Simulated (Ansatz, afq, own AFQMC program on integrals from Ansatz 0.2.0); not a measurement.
# SiHO (doublet): AFQMC on the coupled-cluster ladder at distance Si1–O2 = 1.997 Å, cc-pVDZ

How near does AFQMC come to the top of the ladder for SiHO (doublet)?

Computed with Ansatz 0.2.0, Gaussian basis, and an in-house AFQMC program (afq) on its integrals; all values are calculated. Level: cc-pVDZ, frozen cores.

Plan: PBE (unrestricted); r2SCAN (unrestricted); PBE0 (unrestricted); B3LYP (unrestricted); wB97M-V (unrestricted); B2PLYP (unrestricted); CCSD(T) on UHF; CCSDT(Q) on UHF; Phaseless AFQMC, CISD trial on UHF.

2 further runs of the same task are left out: 2 that didn't finish.

## Step 1: The system

The geometry derives from a PBE0/def2-TZVP stationary point (not a proven minimum). One bond is set to the value named and the two fragments are kept rigid.

3 atoms, charge 0, spin multiplicity 2.

Atoms are counted from 1 here; the program's logs count them from 0.

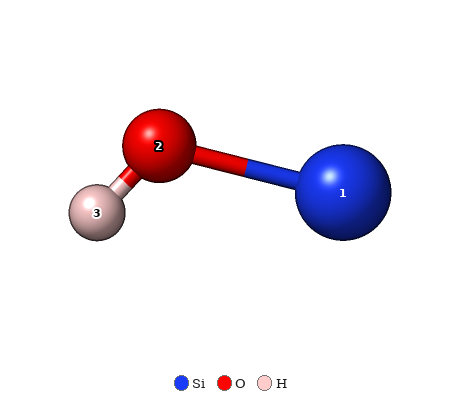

The structure; silicon blue, oxygen red, hydrogen pink; atoms are numbered from 1 in the order of the file.

## Step 2: PBE (unrestricted)

Contents of in.yaml:

```yaml
crystal:
  periodic: [false, false, false]
  atoms:
    - {symbol: Si, position_ang: [0.000000, 0.041240, 0.762639]}
    - {symbol: O, position_ang: [0.000000, -0.115781, -1.228178]}
    - {symbol: H, position_ang: [0.000000, 0.688699, -1.755046]}
basis:
  gaussian: {orbitals: cc-pVDZ}
magnetization: {spin_polarized: true, initial_magnetization: 1}
hamiltonian: {xc: {name: PBE}}
output: {orbitals: {seedname: orbitals}}
```

Launch:

```
$ ansatz run in.yaml --threads 1 --pin off --events-out ev --progress --plain --max-ram 1382MiB
```

Standard output:

```text
Functional definition: PBE
  name "PBE"
  cite "Perdew, Burke & Ernzerhof, Phys. Rev. Lett. 77, 3865 (1996) doi:10.1103/PhysRevLett.77.3865"
  parent pbe
  parameter kappa = 0.804
  parameter beta = 0.06672455060314922
  exchange = pbe_x(kappa = kappa, mu = beta*pi^2/3)
  correlation = pbe_c(beta = beta)
431 factors; their error is unknown
mean field evaluation 1: about -9926.2072 eV, gradient 4.1e1 eV
mean field evaluation 2: about -9788.5985 eV, gradient 1.3e2 eV
mean field evaluation 4: about -9931.5463 eV, gradient 1.5e1 eV
mean field evaluation 8: about -9932.8959 eV, gradient 2.3e-2 eV
mean field evaluation 16: about -9932.8783 eV, gradient 2.8e-5 eV
mean field evaluation 32: about -9932.5593 eV, gradient 4.5e-1 eV
mean field -9932.87827719 eV, -365.0265439402 hartree, gradient 6.2e-6 eV, S^2 0.755528; 4 other end points of the search recorded, 0 dependent functions left out
reference -9932.87830193 eV, -365.0265448492 hartree; 12, 11 occupied and 25, 26 virtual orbitals, 431 factors
Total energy: -9932.87830193 eV, -365.0265448492 hartree
```

Wall time 1.4 s (1 thread of Arm Neoverse V2, shared host).

From the report: ⟨S²⟩ of the determinant 0.756 (pure doublet: 0.75).

## Step 3: r2SCAN (unrestricted)

in.yaml: that of step 2 with these lines changed.

```diff
@@ -9,3 +9,2 @@
 magnetization: {spin_polarized: true, initial_magnetization: 1}
-hamiltonian: {xc: {name: PBE}}
-output: {orbitals: {seedname: orbitals}}
+hamiltonian: {xc: {name: r2SCAN}}
```

Launched as before.

Standard output:

```text
Functional definition: r2SCAN
  name "r2SCAN"
  cite "Furness, Kaplan, Ning, Perdew & Sun, J. Phys. Chem. Lett. 11, 8208 (2020) doi:10.1021/acs.jpclett.0c02405"
  cite "Furness, Kaplan, Ning, Perdew & Sun, J. Phys. Chem. Lett. 11, 9248 (2020) doi:10.1021/acs.jpclett.0c03077"
  parent r2scan
  parameter k0 = 0.174
  parameter k1 = 0.065
  parameter a1 = 4.9479
  exchange = r2scan_x(k0 = k0, k1 = k1, a1 = a1)
  correlation = r2scan_c
431 factors; their error is unknown
mean field evaluation 1: about -9931.2755 eV, gradient 3.8e1 eV
mean field evaluation 2: about -9811.1906 eV, gradient 1.2e2 eV
mean field evaluation 4: about -9936.6975 eV, gradient 8.2e0 eV
mean field evaluation 8: about -9937.1419 eV, gradient 5.3e-2 eV
mean field evaluation 16: about -9937.1420 eV, gradient 7.0e-5 eV
mean field evaluation 32: about -9937.1013 eV, gradient 1.7e0 eV
mean field -9937.14196853 eV, -365.1832317067 hartree, gradient 1.8e-5 eV, S^2 0.758295; 4 other end points of the search recorded, 0 dependent functions left out
reference -9937.14197710 eV, -365.1832320215 hartree; 12, 11 occupied and 25, 26 virtual orbitals, 431 factors
Total energy: -9937.14197710 eV, -365.1832320215 hartree
```

It took 3.2 s on 1 thread of Arm Neoverse V2, shared host.

From the report: ⟨S²⟩ of the determinant 0.758 (pure doublet: 0.75).

## Step 4: PBE0 (unrestricted)

in.yaml: that of step 3 with these lines changed.

```diff
@@ -9,2 +9,3 @@
 magnetization: {spin_polarized: true, initial_magnetization: 1}
-hamiltonian: {xc: {name: r2SCAN}}
+hamiltonian: {xc: {name: PBE0}}
+output: {orbitals: {seedname: orbitals}}
```

Same command.

Standard output (excerpt; [...] marks lines left out):

```text
Functional definition: PBE0
  name "PBE0"
  cite "Adamo & Barone, J. Chem. Phys. 110, 6158 (1999) doi:10.1063/1.478522"
  cite "Perdew, Burke & Ernzerhof, Phys. Rev. Lett. 77, 3865 (1996) doi:10.1103/PhysRevLett.77.3865"
  parent pbe
[...]
358 factors; integrals over basis functions are off by at most 1.4e-3 eV
[...]
mean field -9933.38382968 eV, -365.0451226515 hartree, gradient 9.7e-6 eV, S^2 0.756770; 1 other end points of the search recorded, 0 dependent functions left out
reference -9933.38384820 eV, -365.0451233318 hartree; 12, 11 occupied and 25, 26 virtual orbitals, 358 factors
Total energy: -9933.38384820 eV, -365.0451233318 hartree
```

Run time: 1.3 s. Hardware: 1 thread of Arm Neoverse V2, shared host.

From the report: ⟨S²⟩ of the determinant 0.757 (pure doublet: 0.75).

## Step 5: B3LYP (unrestricted)

in.yaml: that of step 4 with these lines changed.

```diff
@@ -9,3 +9,2 @@
 magnetization: {spin_polarized: true, initial_magnetization: 1}
-hamiltonian: {xc: {name: PBE0}}
-output: {orbitals: {seedname: orbitals}}
+hamiltonian: {xc: {name: B3LYP}}
```

Same command.

Standard output (excerpt; [...] marks lines left out):

```text
Functional definition: B3LYP
  name "B3LYP"
  cite "Stephens, Devlin, Chabalowski & Frisch, J. Phys. Chem. 98, 11623 (1994) doi:10.1021/j100096a001"
  cite "Becke, Phys. Rev. A 38, 3098 (1988) doi:10.1103/PhysRevA.38.3098"
  cite "Lee, Yang & Parr, Phys. Rev. B 37, 785 (1988) doi:10.1103/PhysRevB.37.785"
  cite "Vosko, Wilk & Nusair, Can. J. Phys. 58, 1200 (1980) doi:10.1139/p80-159"
[...]
358 factors; integrals over basis functions are off by at most 1.4e-3 eV
[...]
mean field -9939.49347414 eV, -365.2696479441 hartree, gradient 7.3e-6 eV, S^2 0.754490; 1 other end points of the search recorded, 0 dependent functions left out
reference -9939.49363783 eV, -365.2696539594 hartree; 12, 11 occupied and 25, 26 virtual orbitals, 358 factors
Total energy: -9939.49363783 eV, -365.2696539594 hartree
```

Run time: 1.1 s. Hardware: 1 thread of Arm Neoverse V2, shared host.

From the report: ⟨S²⟩ of the determinant 0.754 (pure doublet: 0.75).

## Step 6: wB97M-V (unrestricted)

in.yaml: that of step 5 with these lines changed.

```diff
@@ -9,2 +9,3 @@
 magnetization: {spin_polarized: true, initial_magnetization: 1}
-hamiltonian: {xc: {name: B3LYP}}
+hamiltonian: {xc: {name: wB97M-V}}
+output: {orbitals: {seedname: orbitals}}
```

The command is unchanged.

Standard output (excerpt; [...] marks lines left out):

```text
Functional definition: wB97M-V
  name "wB97M-V"
  cite "Mardirossian & Head-Gordon, J. Chem. Phys. 144, 214110 (2016) doi:10.1063/1.4952647"
  cite "Becke, J. Chem. Phys. 107, 8554 (1997) doi:10.1063/1.475007"
  cite "Vydrov & Van Voorhis, J. Chem. Phys. 133, 244103 (2010) doi:10.1063/1.3521275"
  # Of w^i u^j: cxij and so on, Table III.
[...]
  gx(w, u) = 1 - cx + cx01*u + cx10*w
  gss(w, u) = css00 + css04*u^4 + css10*w + css20*w^2 + css43*w^4*u^3
  gos(w, u) = cos00 + cos10*w + (cos20 + cos21*u)*w^2 + (cos60 + cos61*u)*w^6
[...]
      + integral(e_c_pw_mod_opposite_spin*gos(b97_w_opposite, b97_u_opposite)) + vv10(b, c)
358 factors; integrals over basis functions are off by at most 1.4e-3 eV
108 factors; integrals over basis functions are off by at most 1.0e-5 eV
[...]
mean field -9937.80837924 eV, -365.2077218487 hartree, gradient 1.1e-5 eV, S^2 0.751980; 1 other end points of the search recorded, 0 dependent functions left out
reference -9937.80840698 eV, -365.2077228680 hartree; 12, 11 occupied and 25, 26 virtual orbitals, 358 factors
Total energy: -9937.80840698 eV, -365.2077228680 hartree
```

Wall time 6 s (1 thread of Arm Neoverse V2, shared host).

From the report: ⟨S²⟩ of the determinant 0.752 (pure doublet: 0.75).

## Step 7: B2PLYP (unrestricted)

in.yaml: that of step 6 with these lines changed.

```diff
@@ -9,3 +9,3 @@
 magnetization: {spin_polarized: true, initial_magnetization: 1}
-hamiltonian: {xc: {name: wB97M-V}}
-output: {orbitals: {seedname: orbitals}}
+hamiltonian: {xc: {name: B2PLYP}}
+correlation: {electrons: outside_noble_gas}
```

Launched as before.

Standard output (excerpt; [...] marks lines left out):

```text
Functional definition: B2PLYP
  name "B2PLYP"
  cite "Grimme, J. Chem. Phys. 124, 034108 (2006) doi:10.1063/1.2148954"
  cite "Becke, Phys. Rev. A 38, 3098 (1988) doi:10.1103/PhysRevA.38.3098"
  cite "Lee, Yang & Parr, Phys. Rev. B 37, 785 (1988) doi:10.1103/PhysRevB.37.785"
[...]
358 factors; integrals over basis functions are off by at most 1.4e-3 eV
[...]
mean field -9931.45096326 eV, -364.9740911207 hartree, gradient 2.4e-6 eV, S^2 0.758097; 4 other end points of the search recorded, 0 dependent functions left out
6 core orbitals not correlated: weight in the atoms' cores, before any rotation towards them, 1.000 or more for the frozen orbitals, at most 0.000 for the correlated occupied ones
reference -9931.45106683 eV, -364.9740949265 hartree; 6, 5 occupied and 25, 26 virtual orbitals, 358 factors
second order -8.95830781 eV of doubles, -0.00000000 eV of singles
Total energy: -9933.86980994 eV, -365.0629820963 hartree
```

Wall time 1.8 s (1 thread of Arm Neoverse V2, shared host).

From the report: ⟨S²⟩ of the determinant 0.758 (pure doublet: 0.75).

## Step 8: CCSD(T) on UHF

in.yaml: that of step 7 with these lines changed.

```diff
@@ -9,3 +9,2 @@
 magnetization: {spin_polarized: true, initial_magnetization: 1}
-hamiltonian: {xc: {name: B2PLYP}}
-correlation: {electrons: outside_noble_gas}
+correlation: {method: ccsd_t, electrons: outside_noble_gas, hamiltonian_folder: ham}
```

Launched as before.

Standard output (excerpt; [...] marks lines left out):

```text
Functional definition: HF
  name "HF"
  cite "Fock, Z. Phys. 61, 126 (1930) doi:10.1007/BF01340294"
  parent pbe
[...]
358 factors; integrals over basis functions are off by at most 1.4e-3 eV
[...]
mean field -9913.66074164 eV, -364.3203125347 hartree, gradient 3.8e-6 eV, S^2 0.769102; 17 other end points of the search recorded, 0 dependent functions left out
determinant -9913.66074164 eV, -364.3203125347 hartree, with singles and doubles -9921.21598657 eV, -364.5979626649 hartree
determinant -9913.43579500 eV, -364.3120458983 hartree, with singles and doubles -9920.92397208 eV, -364.5872313300 hartree
determinant -9910.99493185 eV, -364.2223458320 hartree, with singles and doubles -9917.27093385 eV, -364.4529846513 hartree
determinant -9910.74407472 eV, -364.2131270022 hartree, with singles and doubles -9917.47295796 eV, -364.4604089005 hartree
[...]
determinant -9910.50964735 eV, -364.2045119553 hartree, with singles and doubles -9917.28219086 eV, -364.4533983389 hartree
determinant -9910.22804554 eV, -364.1941632798 hartree, with singles and doubles -9918.05682413 eV, -364.4818655863 hartree
determinant -9913.66074164 eV, -364.3203125347 hartree, with singles and doubles -9921.21728025 eV, -364.5980102064 hartree
determinant -9913.43579500 eV, -364.3120458983 hartree, with singles and doubles -9920.92505144 eV, -364.5872709959 hartree
6 core orbitals not correlated: weight in the atoms' cores, before any rotation towards them, 1.000 or more for the frozen orbitals, at most 0.000 for the correlated occupied ones
reference -9913.66074164 eV, -364.3203125347 hartree; 6, 5 occupied and 25, 26 virtual orbitals, 358 factors
second order -7.02098680 eV of doubles, -0.00000000 eV of singles
cycle   1  -7.55654261 eV  change   -4.0e-6 eV  update   1.7e-6
perturbative correction -0.23827986 eV, -0.0087566235 hartree
Total energy: -9921.45556412 eV, -364.6067669772 hartree
```

Wall time 3.6 s (1 thread of Arm Neoverse V2, shared host).

From the report: ⟨S²⟩ of the determinant 0.769 (pure doublet: 0.75); correlation -7.7948 eV; T1 0.031; largest double amplitude 0.06.

This run also writes the integrals to the folder ham.

## Step 9: CCSDT(Q) on UHF

in.yaml: that of step 8 with these lines changed.

```diff
@@ -9,2 +9,2 @@
 magnetization: {spin_polarized: true, initial_magnetization: 1}
-correlation: {method: ccsd_t, electrons: outside_noble_gas, hamiltonian_folder: ham}
+correlation: {method: ccsdt_q, electrons: outside_noble_gas}
```

The command is unchanged.

Standard output (excerpt; [...] marks lines left out):

```text
Functional definition: HF
  name "HF"
  cite "Fock, Z. Phys. 61, 126 (1930) doi:10.1007/BF01340294"
  parent pbe
[...]
651 factors; integrals over basis functions are off by at most 1.2e-7 eV
[...]
mean field -9913.66079043 eV, -364.3203143278 hartree, gradient 3.2e-6 eV, S^2 0.769103; 17 other end points of the search recorded, 0 dependent functions left out
determinant -9913.66079043 eV, -364.3203143278 hartree, with singles and doubles -9921.21605202 eV, -364.5979650699 hartree
determinant -9913.43584782 eV, -364.3120478391 hartree, with singles and doubles -9920.92404090 eV, -364.5872338593 hartree
determinant -9910.99498501 eV, -364.2223477854 hartree, with singles and doubles -9917.27099719 eV, -364.4529869789 hartree
determinant -9910.74413109 eV, -364.2131290739 hartree, with singles and doubles -9917.47302340 eV, -364.4604113052 hartree
[...]
determinant -9910.22811696 eV, -364.1941659043 hartree, with singles and doubles -9918.05690463 eV, -364.4818685446 hartree
determinant -9913.66079043 eV, -364.3203143278 hartree, with singles and doubles -9921.21734585 eV, -364.5980126173 hartree
determinant -9913.43584782 eV, -364.3120478391 hartree, with singles and doubles -9920.92512045 eV, -364.5872735319 hartree
6 core orbitals not correlated: weight in the atoms' cores, before any rotation towards them, 1.000 or more for the frozen orbitals, at most 0.000 for the correlated occupied ones
reference -9913.66079043 eV, -364.3203143278 hartree; 6, 5 occupied and 25, 26 virtual orbitals, 651 factors
second order -7.02101979 eV of doubles, -0.00000000 eV of singles
cycle   1  -7.13647159 eV  change   -1.2e-1 eV  update   1.2e-1
[...]
cycle  22  -7.82209965 eV  change   -6.1e-7 eV  update   8.7e-7
perturbative correction -0.03685666 eV, -0.0013544574 hartree
Total energy: -9921.51974674 eV, -364.6091256452 hartree
```

Run time: 16 s. Hardware: 1 thread of Arm Neoverse V2, shared host; peak memory 0.25 GiB.

From the report: ⟨S²⟩ of the determinant 0.769 (pure doublet: 0.75); correlation -7.8590 eV; T1 0.034; largest double amplitude 0.07.

## Step 10: Phaseless AFQMC, CISD trial on UHF

It reads the integrals that the CCSD(T) run on this determinant wrote.

Launch:

```
$ afq ham --method phaseless --trial cisd --walkers 60 --populations 1 --least-time 40 --time-step 0.005 --steps-per-block 50 --equilibration-blocks 28 --max-blocks 300 --target-error 0.0004 --factor-cut 1e-05 --start spin_pure --seed 626 --release-times 0.24,0.51,0.99,1.62,2.4 --release-step 0.03 --release-every 4 --taylor-order 6
```

Standard output:

```text
orbitals 31  electrons 6 5  factors 219 of 358
reference energy -364.32031253 Eh
CCSD correlation -0.27769774 Eh in 14 cycles, weight of the determinant in the CISD state 0.8702
energy of the start -364.597140 Eh
 block  time / (1/Eh)  mean weight  energy / Eh
     1     0.250  1.0025  -364.596408
     2     0.500  1.0017  -364.596720
     3     0.750  1.0023  -364.599743
     4     1.000  1.0006  -364.602435
     5     1.250  0.9971  -364.604019
     6     1.500  0.9993  -364.607554
     7     1.750  1.0001  -364.605722
     8     2.000  0.9989  -364.617499
     9     2.250  1.0009  -364.600800
    10     2.500  1.0005  -364.599227
    17     4.250  0.9989  -364.605849
    25     6.250  1.0021  -364.651768
    33     8.250  1.0010  -364.606116
    41    10.250  0.9971  -364.606492
    49    12.250  1.0026  -364.598574
    57    14.250  0.9998  -364.602034
    65    16.250  0.9980  -364.621963
    73    18.250  1.0001  -364.615969
    81    20.250  0.9999  -364.601073
    89    22.250  1.0014  -364.601852
    97    24.250  1.0009  -364.606350
   105    26.250  0.9991  -364.605149
   113    28.250  0.9995  -364.597991
   121    30.250  0.9967  -364.598479
   129    32.250  1.0023  -364.632947
   137    34.250  0.9973  -364.615740
   145    36.250  1.0033  -364.603448
   153    38.250  0.9985  -364.601493
   161    40.250  1.0002  -364.591536
   169    42.250  0.9989  -364.631357
   177    44.250  0.9978  -364.605474
   185    46.250  1.0007  -364.603678
   193    48.250  0.9985  -364.608844
   201    50.250  1.0015  -364.603317
   209    52.250  1.0009  -364.610596
   217    54.250  1.0008  -364.613925
   225    56.250  1.0007  -364.605189
   233    58.250  1.0005  -364.609375
   241    60.250  1.0015  -364.651554
   249    62.250  0.9873  -364.598135
   257    64.250  1.0045  -364.614982
   265    66.250  1.0019  -364.604898
   273    68.250  1.0002  -364.601972
   281    70.250  0.9970  -364.598145
   289    72.250  0.9996  -364.615124
   297    74.250  1.0032  -364.610255
   305    76.250  0.9984  -364.615143
   313    78.250  1.0012  -364.623526
   321    80.250  0.9976  -364.605268
blocks merged  error / Eh  count
     1  0.000515  300
     2  0.000630  150
     4  0.000764  75
     8  0.000889  37
    16  0.000990  18
    32  0.000564  9
released: time / (1/Eh)  energy / Eh  error  mean overlap
  0.24  -364.607726  0.000695  1.0029
  0.51  -364.608957  0.000770  1.0006
  0.99  -364.609095  0.000994  0.9966
  1.62  -364.608508  0.001274  1.0032
  2.40  -364.608127  0.001116  1.0100
energy -364.608393 +/- 0.000990 Eh
```

It took 4.2 min on 1 thread of Arm Neoverse V2, shared host.

Energy -9921.4998 ± 0.0269 eV. Caveats: constraint bias not in the error; error above the target.

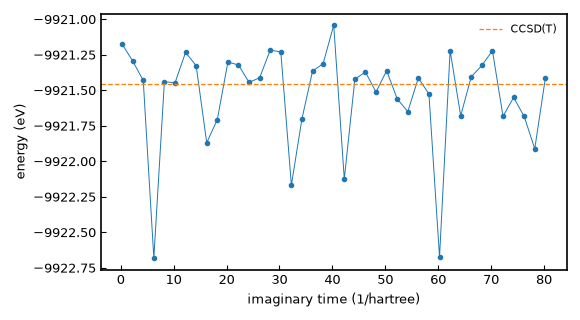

Block energies along the walk.

## Step 11: AFQMC on the ladder

On the UHF determinant, counted from CCSDT(Q) (a yardstick, not exact):

```csv
level,energy (eV),from CCSDT(Q) (meV),statistical error (meV),time
HF,-9913.6607,+7859.0,,
MP2,-9920.6817,+838.0,,
CCSD,-9921.2173,+302.5,,
CCSD(T),-9921.4556,+64.2,,
CCSDT(Q),-9921.5197,0.0,,
"Phaseless AFQMC, CISD trial, step 0.005, 60 walkers",-9921.4998,+19.9,26.9,4.2 min
```

The functionals' totals stand on their own zeros and serve differences with other points: PBE -9932.878 eV; r2SCAN -9937.142 eV; PBE0 -9933.384 eV; B3LYP -9939.494 eV; wB97M-V -9937.808 eV; B2PLYP -9933.870 eV.

## Step 12: Outcome

| quantity | value |
| --- | --- |
| CCSD(T) on UHF from CCSDT(Q) | +64.2 meV |
| Phaseless AFQMC, CISD trial on UHF from CCSDT(Q) | +19.9 ± 26.9 meV |

**Reading.** On UHF the phaseless walk with the CISD trial lies +19.9 meV from CCSDT(Q), within three error bars. Error bars are statistical and leave out the constraint, the time step and what remains of the start.
